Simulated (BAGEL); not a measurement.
**A workflow on singlet [Si2NH6]+**

Wanted: the energy (singlet [Si2NH6]+, HF/cc-pVDZ), then a single-point energy (doublet Si2NH6, NEVPT2(3,3)/cc-pVDZ), then a single-point energy (doublet Si2NH6, CASPT2(3,3)/cc-pVDZ) of H6NSi2. 

The results are computed with BAGEL 1.2.2.

3 further runs of the same task are left out: 3 set aside as unsound or not needed.

## (1) The molecule

[Si2NH6]+: 9 atoms, total charge +1, spin state singlet. SMILES of the parent species: `[SiH2]N[SiH3]`. One bond was lengthened or shortened from a relaxed shape. That shape belongs to the parent species and isn't relaxed for this state.

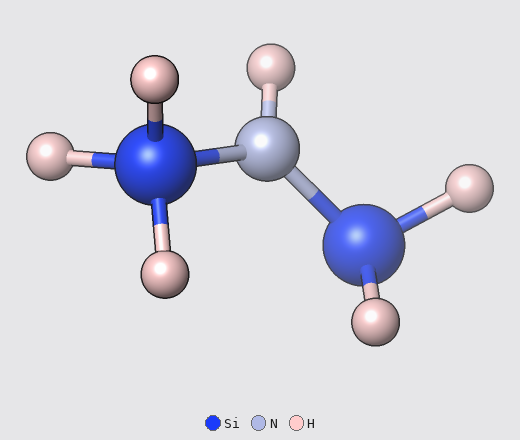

Viewed from a chosen angle; silicon blue, nitrogen light blue, hydrogen pink.

## (2) The energy at HF/cc-pVDZ (density fitting with svp-jkfit) (run 1)

The input, calc.json:

```json
{ "bagel" : [

{
  "title" : "molecule",
  "basis" : "cc-pvdz.json",
  "df_basis" : "svp-jkfit",
  "angstrom" : "true",
  "geometry" : [
    { "atom" : "Si", "xyz" : [   -1.286005,    0.803239,   -0.977959 ] },
    { "atom" : "N", "xyz" : [    0.111795,    0.503739,   -0.004359 ] },
    { "atom" : "Si", "xyz" : [    0.526595,   -0.942561,    0.850641 ] },
    { "atom" : "H", "xyz" : [   -1.701605,   -0.494061,   -1.584059 ] },
    { "atom" : "H", "xyz" : [   -0.928005,    1.791339,   -2.040459 ] },
    { "atom" : "H", "xyz" : [    0.764100,    1.439300,    0.222200 ] },
    { "atom" : "H", "xyz" : [    1.897495,   -1.398561,    0.495841 ] },
    { "atom" : "H", "xyz" : [   -0.463305,   -1.975461,    0.458941 ] },
    { "atom" : "H", "xyz" : [    0.486495,   -0.749761,    2.325841 ] }
  ]
},
{
  "title" : "hf",
  "charge" : 1
},
{
  "title" : "print",
  "file" : "orbitals.molden",
  "orbitals" : "true"
}

]}
```

The basis set cc-pVDZ is read from a file made from the Basis Set Exchange's data (not shown).

Started as:

```bash
$ BAGEL_NUM_THREADS=1 BAGEL calc.json > calc.out
```

Output:

```text
* using 1 threads per process

  ===============================================================
  ===============================================================

  *** Geometry ***

  { "atom" : "Si", "xyz" : [     -2.430197,      1.517902,     -1.848075 ] },
  { "atom" : "N", "xyz" : [      0.211262,      0.951929,     -0.008237 ] },
  { "atom" : "Si", "xyz" : [      0.995120,     -1.781182,      1.607479 ] },
  { "atom" : "H", "xyz" : [     -3.215567,     -0.933640,     -2.993438 ] },
  { "atom" : "H", "xyz" : [     -1.753675,      3.385140,     -3.855909 ] },
  { "atom" : "H", "xyz" : [      1.443940,      2.719883,      0.419897 ] },
  { "atom" : "H", "xyz" : [      3.585746,     -2.642897,      0.937004 ] },
  { "atom" : "H", "xyz" : [     -0.875520,     -3.733080,      0.867273 ] },
  { "atom" : "H", "xyz" : [      0.919342,     -1.416843,      4.395203 ] },

  Number of auxiliary basis functions:      441

  Since a DF basis is specified, we compute 2- and 3-index integrals:
    o Being stored without compression. Storage requirement is 0.023 GB

  Number of basis functions:       80
  Number of electrons      :       41

    * METHOD: MOLECULE                             0.16

  *** RHF ***

  === Nuclear Repulsion ===
   146.7365585384

      * DIIS with orbital gradients will be used.

  === RHF iteration (cc-pvdz.json) ===
      0       -635.32600002          0.01543814           0.04
      1       -635.41818694          0.01382101           0.04
      2       -635.51113783          0.00153382           0.04
      3       -635.51321254          0.00028442           0.04
      4       -635.51328171          0.00007965           0.04
      5       -635.51329040          0.00002882           0.04
      6       -635.51329184          0.00001112           0.04
      7       -635.51329208          0.00000329           0.04
      8       -635.51329210          0.00000082           0.04
      9       -635.51329210          0.00000042           0.04
     10       -635.51329210          0.00000014           0.04
     11       -635.51329210          0.00000005           0.04
     12       -635.51329210          0.00000002           0.04
     13       -635.51329210          0.00000001           0.04
    * SCF iteration converged.

    * Permanent dipole moment:
           (    1.269075,    -1.508896,     0.861790) a.u.

    * METHOD: HF                                   0.70

    * METHOD: PRINT                                0.01

  ===============================================================
```

It took 1 s on 1 thread of Arm Neoverse V2, shared host; peak memory 0.15 GiB.

## (3) Doublet neutral Si2NH6: a single-point energy at NEVPT2(3,3)/cc-pVDZ (density fitting with svp-jkfit) (run 2)

The input, nevpt2.json:

```json
{ "bagel" : [

{
  "title" : "molecule",
  "basis" : "cc-pvdz.json",
  "df_basis" : "svp-jkfit",
  "angstrom" : "true",
  "geometry" : [
    { "atom" : "Si", "xyz" : [      -1.286005,       0.803239,      -0.977959 ] },
    { "atom" : "N", "xyz" : [       0.111795,       0.503739,      -0.004359 ] },
    { "atom" : "Si", "xyz" : [       0.526595,      -0.942561,       0.850641 ] },
    { "atom" : "H", "xyz" : [      -1.701605,      -0.494061,      -1.584059 ] },
    { "atom" : "H", "xyz" : [      -0.928005,       1.791339,      -2.040459 ] },
    { "atom" : "H", "xyz" : [       0.764100,       1.439300,       0.222200 ] },
    { "atom" : "H", "xyz" : [       1.897495,      -1.398561,       0.495841 ] },
    { "atom" : "H", "xyz" : [      -0.463305,      -1.975461,       0.458941 ] },
    { "atom" : "H", "xyz" : [       0.486495,      -0.749761,       2.325841 ] }
  ]
},

{ "title" : "hf", "charge" : 1 },

{ "title" : "casscf", "nstate" : 1, "nact" : 3, "nclosed" : 19, "nspin" : 1, "active" : [14, 21, 24], "maxiter" : 200, "natocc" : "true" },

{
  "title" : "nevpt2",
  "nstate" : 1,
  "nact" : 3,
  "nclosed" : 19,
  "nspin" : 1,
  "active" : [14, 21, 24],
  "maxiter" : 200,
  "natocc" : "true",
  "ncore" : 11
},

{ "title" : "print", "file" : "orbitals.molden", "orbitals" : "true" }

]}
```

The basis set cc-pVDZ is read from a file made from the Basis Set Exchange's data (not shown).

Started as:

```bash
$ BAGEL_NUM_THREADS=1 BAGEL nevpt2.json > nevpt2.out
```

Output:

```text
* using 1 threads per process

  ===============================================================
  ===============================================================

  *** Geometry ***

  { "atom" : "Si", "xyz" : [     -2.430197,      1.517902,     -1.848075 ] },
  { "atom" : "N", "xyz" : [      0.211262,      0.951929,     -0.008237 ] },
  { "atom" : "Si", "xyz" : [      0.995120,     -1.781182,      1.607479 ] },
  { "atom" : "H", "xyz" : [     -3.215567,     -0.933640,     -2.993438 ] },
  { "atom" : "H", "xyz" : [     -1.753675,      3.385140,     -3.855909 ] },
  { "atom" : "H", "xyz" : [      1.443940,      2.719883,      0.419897 ] },
  { "atom" : "H", "xyz" : [      3.585746,     -2.642897,      0.937004 ] },
  { "atom" : "H", "xyz" : [     -0.875520,     -3.733080,      0.867273 ] },
  { "atom" : "H", "xyz" : [      0.919342,     -1.416843,      4.395203 ] },

  Number of auxiliary basis functions:      441

  Since a DF basis is specified, we compute 2- and 3-index integrals:
    o Being stored without compression. Storage requirement is 0.023 GB

  Number of basis functions:       80
  Number of electrons      :       41

    * METHOD: MOLECULE                             0.16

  *** RHF ***

  === Nuclear Repulsion ===
   146.7365585384

      * DIIS with orbital gradients will be used.

  === RHF iteration (cc-pvdz.json) ===
      0       -635.32600002          0.01543814           0.04
      1       -635.41818694          0.01382101           0.04
      2       -635.51113783          0.00153382           0.04
      3       -635.51321254          0.00028442           0.04
      4       -635.51328171          0.00007965           0.04
      5       -635.51329040          0.00002882           0.04
      6       -635.51329184          0.00001112           0.04
      7       -635.51329208          0.00000329           0.04
      8       -635.51329210          0.00000082           0.04
      9       -635.51329210          0.00000042           0.04
     10       -635.51329210          0.00000014           0.04
     11       -635.51329210          0.00000005           0.04
     12       -635.51329210          0.00000002           0.04
     13       -635.51329210          0.00000001           0.04
    * SCF iteration converged.

    * Permanent dipole moment:
           (    1.269075,    -1.508896,     0.861790) a.u.

    * METHOD: HF                                   0.72

  ---------------------------
      CASSCF calculation
  ---------------------------

    ==== Active orbitals : =====
         Orbital 14
         Orbital 21
         Orbital 24
    ============================

    * nstate   :      1
    * nclosed  :     19
    * nact     :      3
    * nvirt    :     58
  === CASSCF iteration (cc-pvdz.json) ===

    * Using the second-order algorithm

      0  0      -635.74867753     1.25e-02      0.02

      1  0      -635.78244478     8.15e-04      0.26

      2  0      -635.78372689     2.38e-04      0.25

      3  0      -635.80129898     1.28e-03      0.21

      4  0      -635.80391312     2.76e-04      0.27

      5  0      -635.80400934     8.51e-05      0.26

      6  0      -635.80401243     2.83e-05      0.27

      7  0      -635.80401260     9.22e-06      0.27

      8  0      -635.80401262     2.93e-06      0.28

      9  0      -635.80401262     9.20e-07      0.28

     10  0      -635.80401262     2.87e-07      0.27

     11  0      -635.80401262     8.94e-08      0.25

     12  0      -635.80401262     2.78e-08      0.22

     13  0      -635.80401262     8.64e-09      0.20

    * Second-order optimization converged. *

     guess   0:   closed 1..                  open .1.

  === FCI iteration ===

      0  0      -635.78198346     6.10e-02      0.00
      1  0      -635.80397946     1.84e-03      0.00
      2  0      -635.80401248     1.03e-04      0.00
      3  0      -635.80401262     1.02e-05      0.00
      4  0      -635.80401262     1.25e-07      0.00
      5  0      -635.80401262     2.62e-10      0.00
      6  0 *    -635.80401262     1.83e-12      0.00

     * ci vector, state   0, <S^2> = 0.7500
       2a.     0.9928336590
       .a2     0.1194094797

    * METHOD: CASSCF                               3.40

    * freezing 11 orbitals

  === DF-NEVPT2 calculation ===

    * 3-index integral transformation done
    * assembly done

      NEVPT2 correlation energy:   -0.3408475619      0.10

          (+0)     -0.2390806637
          (+0)'    -0.0298109939
          (+1)     -0.0134447208
          (+1)'    -0.0007209796
          (+2)     -0.0004134159
          (-1)     -0.0484880981
          (-1)'    -0.0008158711
          (-2)     -0.0080728189

      NEVPT2 total energy:       -636.1448601816

    * METHOD: NEVPT2                               0.19

    * METHOD: PRINT                                0.01

  ===============================================================
```

It took 4.8 s on 1 thread of Arm Neoverse V2, shared host; peak memory 0.15 GiB.

## (4) Doublet neutral Si2NH6: a single-point energy at CASPT2(3,3)/cc-pVDZ (density fitting with svp-jkfit) (run 3)

The input, calc.json:

```json
{ "bagel" : [

{
  "title" : "molecule",
  "basis" : "cc-pvdz.json",
  "df_basis" : "svp-jkfit",
  "angstrom" : "true",
  "geometry" : [
    { "atom" : "Si", "xyz" : [      -1.286005,       0.803239,      -0.977959 ] },
    { "atom" : "N", "xyz" : [       0.111795,       0.503739,      -0.004359 ] },
    { "atom" : "Si", "xyz" : [       0.526595,      -0.942561,       0.850641 ] },
    { "atom" : "H", "xyz" : [      -1.701605,      -0.494061,      -1.584059 ] },
    { "atom" : "H", "xyz" : [      -0.928005,       1.791339,      -2.040459 ] },
    { "atom" : "H", "xyz" : [       0.764100,       1.439300,       0.222200 ] },
    { "atom" : "H", "xyz" : [       1.897495,      -1.398561,       0.495841 ] },
    { "atom" : "H", "xyz" : [      -0.463305,      -1.975461,       0.458941 ] },
    { "atom" : "H", "xyz" : [       0.486495,      -0.749761,       2.325841 ] }
  ]
},

{
  "title" : "hf",
  "charge" : 1
},

{
  "title" : "casscf",
  "nstate" : 1,
  "nact" : 3,
  "nclosed" : 19,
  "nspin" : 1,
  "active" : [14, 21, 24],
  "maxiter" : 200,
  "natocc" : "true"
},

{
  "title" : "print",
  "file" : "orbitals.molden",
  "orbitals" : "true"
},

{
  "title" : "smith",
  "method" : "caspt2",
  "ms" : "true",
  "xms" : "true",
  "sssr" : "true",
  "shift" : 0.2,
  "shift_imag" : "true",
  "ncore" : 11
}

]}
```

The basis set cc-pVDZ is read from a file made from the Basis Set Exchange's data (not shown).

Started as:

```bash
$ BAGEL_NUM_THREADS=1 BAGEL calc.json > calc.out
```

Output:

```text
* using 1 threads per process

  ===============================================================
  ===============================================================

  *** Geometry ***

  { "atom" : "Si", "xyz" : [     -2.430197,      1.517902,     -1.848075 ] },
  { "atom" : "N", "xyz" : [      0.211262,      0.951929,     -0.008237 ] },
  { "atom" : "Si", "xyz" : [      0.995120,     -1.781182,      1.607479 ] },
  { "atom" : "H", "xyz" : [     -3.215567,     -0.933640,     -2.993438 ] },
  { "atom" : "H", "xyz" : [     -1.753675,      3.385140,     -3.855909 ] },
  { "atom" : "H", "xyz" : [      1.443940,      2.719883,      0.419897 ] },
  { "atom" : "H", "xyz" : [      3.585746,     -2.642897,      0.937004 ] },
  { "atom" : "H", "xyz" : [     -0.875520,     -3.733080,      0.867273 ] },
  { "atom" : "H", "xyz" : [      0.919342,     -1.416843,      4.395203 ] },

  Number of auxiliary basis functions:      441

  Since a DF basis is specified, we compute 2- and 3-index integrals:
    o Being stored without compression. Storage requirement is 0.023 GB

  Number of basis functions:       80
  Number of electrons      :       41

    * METHOD: MOLECULE                             0.16

  *** RHF ***

  === Nuclear Repulsion ===
   146.7365585384

      * DIIS with orbital gradients will be used.

  === RHF iteration (cc-pvdz.json) ===
      0       -635.32600002          0.01543814           0.04
      1       -635.41818694          0.01382101           0.04
      2       -635.51113783          0.00153382           0.04
      3       -635.51321254          0.00028442           0.04
      4       -635.51328171          0.00007965           0.04
      5       -635.51329040          0.00002882           0.04
      6       -635.51329184          0.00001112           0.04
      7       -635.51329208          0.00000329           0.04
      8       -635.51329210          0.00000082           0.04
      9       -635.51329210          0.00000042           0.04
     10       -635.51329210          0.00000014           0.04
     11       -635.51329210          0.00000005           0.04
     12       -635.51329210          0.00000002           0.04
     13       -635.51329210          0.00000001           0.04
    * SCF iteration converged.

    * Permanent dipole moment:
           (    1.269075,    -1.508896,     0.861790) a.u.

    * METHOD: HF                                   0.69

  ---------------------------
      CASSCF calculation
  ---------------------------

    ==== Active orbitals : =====
         Orbital 14
         Orbital 21
         Orbital 24
    ============================

    * nstate   :      1
    * nclosed  :     19
    * nact     :      3
    * nvirt    :     58
  === CASSCF iteration (cc-pvdz.json) ===

    * Using the second-order algorithm

      0  0      -635.74867753     1.25e-02      0.02

      1  0      -635.78244478     8.15e-04      0.25

      2  0      -635.78372689     2.38e-04      0.23

      3  0      -635.80129898     1.28e-03      0.21

      4  0      -635.80391312     2.76e-04      0.26

      5  0      -635.80400934     8.51e-05      0.25

      6  0      -635.80401243     2.83e-05      0.26

      7  0      -635.80401260     9.22e-06      0.26

      8  0      -635.80401262     2.93e-06      0.27

      9  0      -635.80401262     9.20e-07      0.28

     10  0      -635.80401262     2.87e-07      0.26

     11  0      -635.80401262     8.94e-08      0.25

     12  0      -635.80401262     2.78e-08      0.22

     13  0      -635.80401262     8.64e-09      0.20

    * Second-order optimization converged. *

     guess   0:   closed 1..                  open .1.

  === FCI iteration ===

      0  0      -635.78198346     6.10e-02      0.00
      1  0      -635.80397946     1.84e-03      0.00
      2  0      -635.80401248     1.03e-04      0.00
      3  0      -635.80401262     1.02e-05      0.00
      4  0      -635.80401262     1.25e-07      0.00
      5  0      -635.80401262     2.62e-10      0.00
      6  0 *    -635.80401262     1.83e-12      0.00

     * ci vector, state   0, <S^2> = 0.7500
       2a.     0.9928336590
       .a2     0.1194094797

    * METHOD: CASSCF                               3.32

    * METHOD: PRINT                                0.01

  === SMITH program ===

    * freezing 11 orbitals

    * Approximate memory requirement for SMITH calulation per MPI process:
      o Storage requirement for T-amplitude, lambda, and residual is 0.01 GB
      o Storage requirement for MO integrals is 0.00 GB
    * Calculating and saving rdm4f

    * Zeroth order energy : state  0       -1.3972215643

    * CASPT2 iteration is performed using orthogonal basis

      -------------------------------------------  CASPT2 iteration  ---------------------------------------------------
       #      aibj      arbs      arbi      airj      risj      airs      arst      rist         Etot      error   time
      ------------------------------------------------------------------------------------------------------------------

       0  -0.23874  -0.00965  -0.05096  -0.01481  -0.00055  -0.02656  -0.00080  -0.00065   -0.3427190  0.0023567   0.04
       1  -0.23902  -0.00973  -0.05121  -0.01498  -0.00060  -0.02726  -0.00083  -0.00069   -0.3443245  0.0004154   0.04
       2  -0.23906  -0.00974  -0.05118  -0.01499  -0.00060  -0.02730  -0.00083  -0.00069   -0.3443915  0.0000965   0.04
       3  -0.23905  -0.00974  -0.05118  -0.01498  -0.00061  -0.02731  -0.00083  -0.00070   -0.3443943  0.0000217   0.04
       4  -0.23905  -0.00974  -0.05118  -0.01498  -0.00061  -0.02731  -0.00083  -0.00070   -0.3443945  0.0000051   0.04
       5  -0.23905  -0.00974  -0.05118  -0.01498  -0.00061  -0.02731  -0.00083  -0.00070   -0.3443945  0.0000012   0.04
       6  -0.23905  -0.00974  -0.05118  -0.01498  -0.00061  -0.02731  -0.00083  -0.00070   -0.3443945  0.0000003   0.04

      ------------------------------------------------------------------------------------------------------------------

    * CASPT2 energy : state  0     -636.1508569622
        w/o shift correction       -636.1484071031
        reference weight              0.8816564034

    * METHOD: SMITH                                0.40

  ===============================================================
```

It took 4.8 s on 1 thread of Arm Neoverse V2, shared host; peak memory 0.15 GiB.

## (5) Outcome

| quantity | value |
| --- | --- |
| run 1, HF/cc-pVDZ: total energy | -635.51329 Eh |
| run 1, HF/cc-pVDZ: HOMO energy | -16.33 eV |
| run 1, HF/cc-pVDZ: LUMO energy | -6.37 eV |
| run 1, HF/cc-pVDZ: HOMO–LUMO gap | 9.95 eV |
| doublet neutral Si2NH6, run 2: total energy | -636.14486 Eh |
| doublet neutral Si2NH6, run 3: total energy | -636.15086 Eh |
